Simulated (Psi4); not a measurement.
# BSiH4F (SMILES FB[SiH3]) at MP3/6-311+G(d,p)

What is the vertical electron affinity of BSiH4F at MP3/6-311+G**? 

The calculation is run with Psi4 1.11.

2 further runs of the same task are left out: 2 set aside as unsound or not needed.

## Step 1: The system as given

BSiH4F: 7 atoms, total charge 0, spin state singlet. SMILES: `FB[SiH3]`. Geometry: relaxed at PBE0-D4/def2-TZVP.

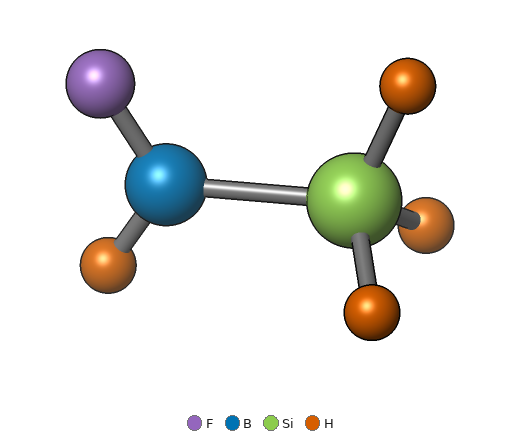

The structure, seen from a chosen angle (fluorine purple, boron blue, silicon green, hydrogen orange).

## Step 2: The energy at MP3/6-311+G(d,p)

input.json

```json
{
  "schema_name": "qcschema_input",
  "schema_version": 1,
  "molecule": {
    "schema_name": "qcschema_molecule",
    "schema_version": 2,
    "symbols": ["F", "B", "Si", "H", "H", "H", "H"],
    "geometry": [-2.60668822, -3.02639639, 1.0805454, -0.35281187, -2.20852292, 0.38550413, 0.27646693, 1.52236337, -0.30443488, 1.27254157, -3.78871191, 0.20276761, 1.38535822, 1.80374359, -2.87673008, 2.17866525, 2.46382492, 1.54730775, -2.03788065, 3.10463105, -0.12132042],
    "molecular_charge": 0,
    "molecular_multiplicity": 1,
    "fix_symmetry": "c1"
  },
  "driver": "energy",
  "model": {
    "method": "mp3",
    "basis": "6-311+G**"
  },
  "keywords": {
    "puream": true,
    "e_convergence": 1e-09,
    "d_convergence": 1e-08,
    "scf_type": "pk",
    "num_frozen_docc": 7,
    "mp_type": "conv"
  }
}
```

On the command line:

```console
$ psi4 --qcschema input.json -n 1 --memory 1600MB
```

stdout, cut to the lines that bear on the results:

```text
[...]
  Running in c1 symmetry.
[...]
  Nuclear repulsion =   88.522540667426682
[...]
  Multiplicity = 1
[...]
  Nalpha       = 16
  Nbeta        = 16
[...]
    Number of basis functions: 98
[...]
   @RHF iter   1:  -415.39188173052361   -9.12196e-01   3.40049e-03 ADIIS/DIIS
[...]
   @RHF iter  10:  -415.45077799143382   -1.81331e-11   8.54572e-09 DIIS
[...]
    Orbital Energies [Eh]
    ---------------------
    Doubly Occupied:
       1A    -68.771812     2A    -26.314138     3A     -7.675604
       4A     -6.120385     5A     -4.227252     6A     -4.227148
       7A     -4.226886     8A     -1.626532     9A     -0.802204
      10A     -0.734272    11A     -0.702573    12A     -0.680175
      13A     -0.589264    14A     -0.486086    15A     -0.484728
      16A     -0.419345
[...]
  @RHF Final Energy:  -415.45077799143382
   => Energetics <=
    Nuclear Repulsion Energy =             88.5225406674266821
    One-Electron Energy =                -751.7698296993121403
    Two-Electron Energy =                 247.7965110404516054
    Total Energy =                       -415.4507779914338244
[...]
 Multipole Moments:
 ------------------------------------------------------------------------------------
     Multipole            Electronic (a.u.)      Nuclear  (a.u.)        Total (a.u.)
 ------------------------------------------------------------------------------------
 L = 1.  Multiply by 2.5417464519 to convert [e a0] to [Debye]
 Dipole X            :         -3.2479077            3.5563679            0.3084602
 Dipole Y            :         -4.9438766            4.9902124            0.0463358
 Dipole Z            :          1.5033433           -1.5964849           -0.0931416
 Magnitude           :                                                    0.3255305
[...]
	SCS-MP2 Total Energy (a.u.)        :  -415.85448001821464
	SOS-MP2 Total Energy (a.u.)        :  -415.85664261489370
[...]
	SOS-PI-MP2 Total Energy (a.u.)     :  -415.88786297054446
[...]
	MP2 Total Energy (a.u.)            :  -415.85015482485642
[...]
	SCS-MP3 Total Energy (a.u.)        :  -415.86059157543986
[...]
	MP3 Total Energy (a.u.)            :  -415.87460105375732
[...]
```

The result, in JSON:

```text
{
 "driver": "energy",
 "model": {
  "method": "mp3",
  "basis": "6-311+G**"
 },
 "success": true,
 "return_result": -415.8746010537573,
 "properties": {
  "calcinfo_nbasis": 98,
  "calcinfo_nmo": 98,
  "calcinfo_nalpha": 16,
  "calcinfo_nbeta": 16,
  "calcinfo_natom": 7,
  "nuclear_repulsion_energy": 88.52254066742668,
  "return_energy": -415.8746010537573,
  "scf_one_electron_energy": -751.7698296993121,
  "scf_two_electron_energy": 247.7965110404516,
  "scf_dipole_moment": [0.3084602445265001, 0.046335753375954525, -0.09314160767124346],
  "scf_total_energy": -415.4507779914338,
  "scf_iterations": 10,
  "mp2_same_spin_correlation_energy": -0.08717327691496427,
  "mp2_opposite_spin_correlation_energy": -0.31220355650760945,
  "mp2_singles_energy": 0.0,
  "mp2_doubles_energy": -0.3993768334225737,
  "mp2_correlation_energy": -0.39937683342259334,
  "mp2_total_energy": -415.8501548248564
 }
}
```

It took 9 s on 1 thread of Intel Xeon Platinum 8488C (Sapphire Rapids), shared host; peak memory 0.86 GiB.

## Step 3: The doublet anion at the same level

bfh4si.xyz

```xyz
7
BFH4Si
F     -1.379400    -1.601500     0.571800
B     -0.186700    -1.168700     0.204000
Si     0.146300     0.805600    -0.161100
H      0.673400    -2.004900     0.107300
H      0.733100     0.954500    -1.522300
H      1.152900     1.303800     0.818800
H     -1.078400     1.642900    -0.064200
```

job.py

```python
import psi4

psi4.set_memory('1600 MB')
psi4.set_num_threads(1)
psi4.core.set_output_file('psi4.out', False)

with open('bfh4si.xyz') as f:
    atoms = ''.join(f.readlines()[2:])
molecule = psi4.geometry('-1 2\n' + atoms + 'symmetry c1\nno_reorient\nno_com')

psi4.set_options({
    'basis': '6-311+G**',
    'reference': 'uhf',
    'puream': True,
    'e_convergence': 1e-09,
    'd_convergence': 1e-08,
    'scf_type': 'pk',
    'num_frozen_docc': 7,
    'maxiter': 200,
    'mp_type': 'conv',
})

energy_value, wavefunction = psi4.energy("mp3", molecule=molecule, return_wfn=True)
print(f'mp3 energy: {energy_value:.10f} Eh')
for k, v in sorted(psi4.core.scalar_variables().items()):
    print(f'{k:45s} {v:18.10f}')
```

On the command line:

```console
$ python job.py
```

psi4.out, cut to the lines that bear on the results:

```text
[...]
  Running in c1 symmetry.
[...]
  Nuclear repulsion =   88.522540681025205
[...]
  Multiplicity = 2
[...]
  Nalpha       = 17
  Nbeta        = 16
[...]
    Number of basis functions: 98
[...]
   @UHF iter   1:  -415.30870904931811   -8.29029e-01   4.29489e-03 DIIS/ADIIS
[...]
   @UHF iter  16:  -415.41694599638345   -7.23617e-11   8.11124e-09 DIIS
[...]
   @S^2 Observed:                7.591554074E-01
[...]
  @UHF Final Energy:  -415.41694599638345
   => Energetics <=
    Nuclear Repulsion Energy =             88.5225406810252053
    One-Electron Energy =                -758.6271636347607910
    Two-Electron Energy =                 254.6876769573520676
    Total Energy =                       -415.4169459963834470
  UHF NO Occupations:
  HONO-2 :   15  A 1.9995844
  HONO-1 :   16  A 1.9965158
[...]
 Multipole Moments:
 ------------------------------------------------------------------------------------
     Multipole            Electronic (a.u.)      Nuclear  (a.u.)        Total (a.u.)
 ------------------------------------------------------------------------------------
 L = 1.  Multiply by 2.5417464519 to convert [e a0] to [Debye]
 Dipole X            :         18.8718022          -18.5550319            0.3167703
 Dipole Y            :         14.8528486          -13.3836073            1.4692413
 Dipole Z            :         -6.3675910            6.1423658           -0.2252252
 Magnitude           :                                                    1.5197828
[...]
	SCS-MP2 Total Energy (a.u.)        :  -415.83280575633478
	SOS-MP2 Total Energy (a.u.)        :  -415.83316838383655
[...]
	SOS-PI-MP2 Total Energy (a.u.)     :  -415.86518549056370
[...]
	MP2 Total Energy (a.u.)            :  -415.83208050133112
[...]
	SCS-MP3 Total Energy (a.u.)        :  -415.83923721150308
[...]
	MP3 Total Energy (a.u.)            :  -415.85780632200436
[...]
```

It took 18 s on 1 thread of Intel Xeon Platinum 8488C (Sapphire Rapids), shared host; peak memory 0.92 GiB.

## Step 4: Outcome

Level: MP3/6-311+G**, 7 core orbitals frozen.

| quantity | value |
| --- | --- |
| singlet BSiH4F: total energy | -415.87460 Eh |
| singlet BSiH4F: HOMO energy (Hartree–Fock orbitals) | -11.41 eV |
| singlet BSiH4F: LUMO energy (Hartree–Fock orbitals) | 1.35 eV |
| singlet BSiH4F: HOMO–LUMO gap (Hartree–Fock orbitals) | 12.76 eV |
| singlet BSiH4F: correlation energy (7 core orbitals frozen) | -423.8 mEh |
| doublet anion: total energy | -415.85781 Eh |
| doublet anion: HOMO energy (Hartree–Fock orbitals) (highest over α and β) | 0.21 eV |
| doublet anion: LUMO energy (Hartree–Fock orbitals) (lowest over α and β) | 4.74 eV |
| doublet anion: correlation energy (7 core orbitals frozen) | -440.9 mEh |
| doublet anion: ⟨S²⟩ of the reference determinant | 0.759 |
| vertical electron affinity (to the doublet anion) | -0.457 eV |

**Reading.** The anion lies 0.46 eV (44.1 kJ/mol) above the neutral: the electron isn't bound at this level, and such a value depends on the basis. The HOMO (doublet anion) lies at positive energy, 0.21 eV: the electron is unbound at this level or held by a compact basis; values depend on the basis.
